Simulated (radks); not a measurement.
# Li: atomic calculation

The neutral lithium atom in the configuration [He] 2s1 (high spin). Computed at this level: scalar-relativistic Kohn-Sham, BLYP, spin-polarised, spherical densities, finite nucleus (the in-house radial solver radks).

## Summary

| quantity | value |
| --- | --- |
| outcome | converged |
| total energy | −7.483502 hartree |
| kinetic energy | 7.446215 hartree |
| electron–nucleus energy | −17.166063 hartree |
| Hartree energy | 4.062046 hartree |
| exchange–correlation energy | −1.825700 hartree |
| radius at density 0.001 e/bohr³ | 4.13 bohr |
| SCF iterations | 58 |
| hardware | 1 CPU thread, shared host |

## Input
```
Z 3
configuration [He] 2s1
relativity scalar-relativistic
functional b88,lyp
spin polarised
nucleus finite rms 2.444 fm
c 137.035999084
```

Energies in input and log are in hartree, lengths in bohr (the nuclear radius in fm).

## The program's output
```
1s      1   1.0000          -1.90930930
2s      1   1.0000          -0.11137744
1s      2   1.0000          -1.90223979
2s      2   0.0000          -0.06041971
Etot -7.483502420363962
Ekin 7.446215211599385
Encl -17.166063349999142
Eh 4.062046213287384
Exc -1.8257004952515876
err 1.3776429785720748e-09
it 58
```

## Orbitals

| orbital | occupation | energy (eV) | ⟨r⟩ (bohr) | outer maximum (bohr) |
| --- | --- | --- | --- | --- |
| 1s up | 1 | −51.955 | 0.5812 | 0.360 |
| 1s down | 1 | −51.763 | 0.5827 | 0.360 |
| 2s up | 1 | −3.031 | 3.768 | 2.99 |

## Slater integrals of the outer shells (hartree)

```
 integral   value
F0(2s,2s)  0.2409
F0(2s,1s)  0.3376
G0(2s,1s)  0.0194
F0(1s,1s)  1.6352
```

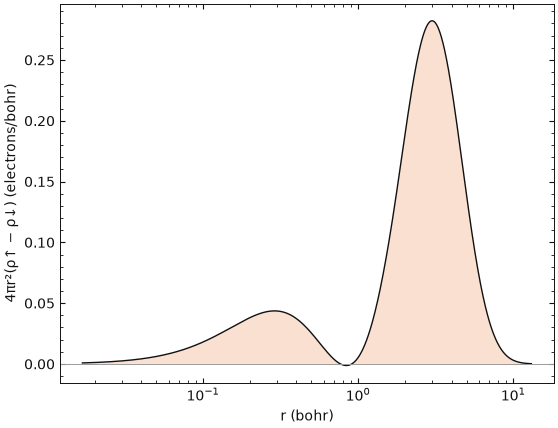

The radial spin density. The curve integrates to 1 unpaired electron, held by 2s (+1). Its largest value, 0.282 electrons/bohr, lies near r = 3.0 bohr. Regions of the opposite sign are negligible.

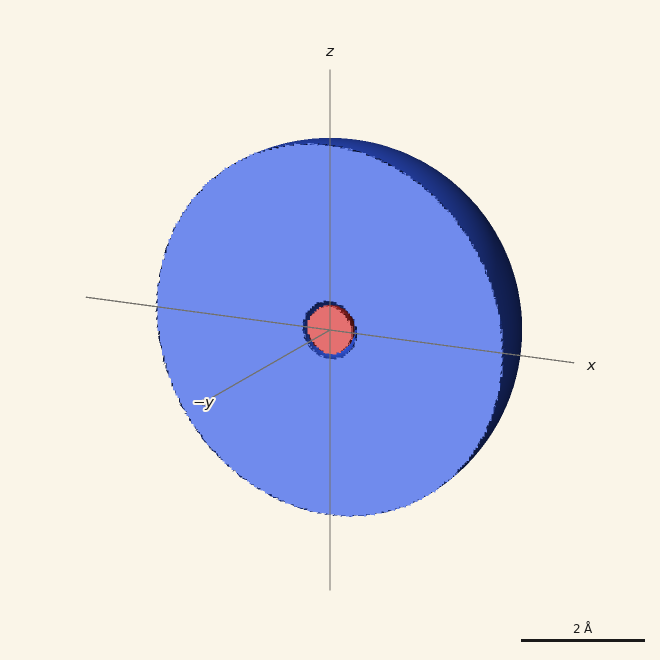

The 2s orbital of up spin. The surface of constant |ψ| that holds about 90 % of the electron is drawn, blue where ψ is positive and red where it is negative, with the half in front of the xz plane cut away and the cut face painted. The radial function comes from the spherical calculation and is multiplied by a real spherical harmonic; the overall sign is chosen so that the largest lobe of P(r) is positive; at the scalar-relativistic level it is the large component. It has no angular node and 1 radial node, at r = 0.833 bohr. The outermost maximum of P² lies at 2.99 bohr, ⟨r⟩ = 3.77 bohr, 90 % of the charge lies within 5.94 bohr, and the eigenvalue is −3.03 eV, with 1 electron in the shell for this spin.
